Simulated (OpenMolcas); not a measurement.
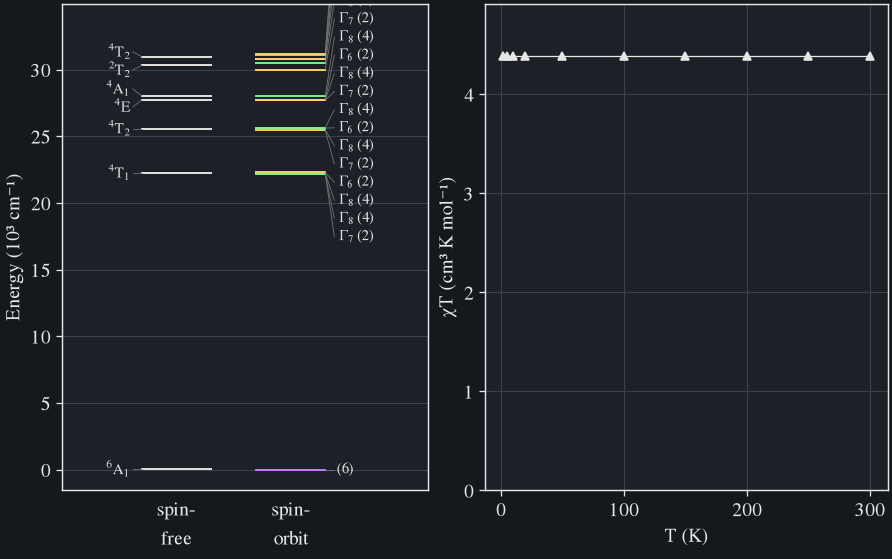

Levels of a 3d ion of charge +2 as a dopant in CsCaF₃, a cluster with its 6 nearest F⁻ at 2.087 Å (octahedron) embedded in model potentials and point charges; the geometry was set, not optimised. Labels give the representation in O, Td, D4 or D3 as the site allows (double group for half-integer spin) where it could be assigned and, in brackets, the degeneracy; spin-free states, where drawn, share the zero of the spin-orbit levels. The calculation used state-averaged SS-CASPT2, IPEA shift 0.25, imaginary shift 0.1 hartree, the open shell active, basis ANO-RCC-VDZP on all atoms, DKH2 scalar Hamiltonian, spin-orbit coupling by RASSI with atomic mean-field integrals (OpenMolcas). Powder susceptibility by Van Vleck's formula.

Which ion is the dopant?

Answer. Mn²⁺ (3d⁵). The ground level is 6-fold degenerate, 100 % from states of spin multiplicity 6. The next level lies at 22,200 cm⁻¹ (Γ₇). The lowest spin-free state is ⁶A₁, from the free-ion S term. χT is 4.39 cm³ K mol⁻¹ at 2 K and 4.39 at 300 K, an effective moment of 5.92 μB.

Note: small active space favours high spin, ground spin may be wrong; the geometry is set by hand, with no relaxation and no charge compensation.
